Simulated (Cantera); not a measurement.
Feed: 1 mol FeS₂, 0.81 mol H₂, 9.2 mol N₂, equilibrated at 57.0 Pa.

Method: chemical equilibrium by Gibbs-energy minimisation in Cantera with the NASA 1993 tables (ideal gas, pure condensed phases). Candidate condensed phases: Fe, FeS, FeS₂, S; 16 gas species. FeS: taken at fixed stoichiometry. Gases not in the tables: S₃ to S₇. Equilibrium is a limit: real reactors are often held back by kinetics, nucleation or transport.

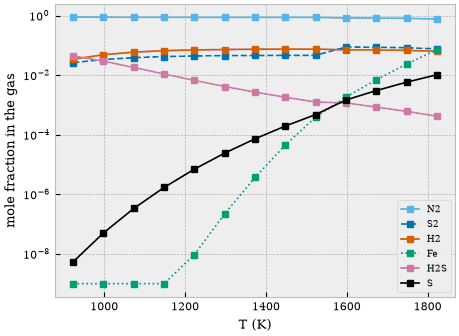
Fig. 1. Equilibrium gas composition (values under 1e-9 drawn at 1e-9)

From 923 K to 1448 K the condensed part is FeS(s). At 1523 K the condensed part is FeS(l). At 1598 K the condensed part is Fe(γ). From 1673 K to 1748 K the condensed part is Fe(δ). At 1823 K the condensed part is Fe(l).
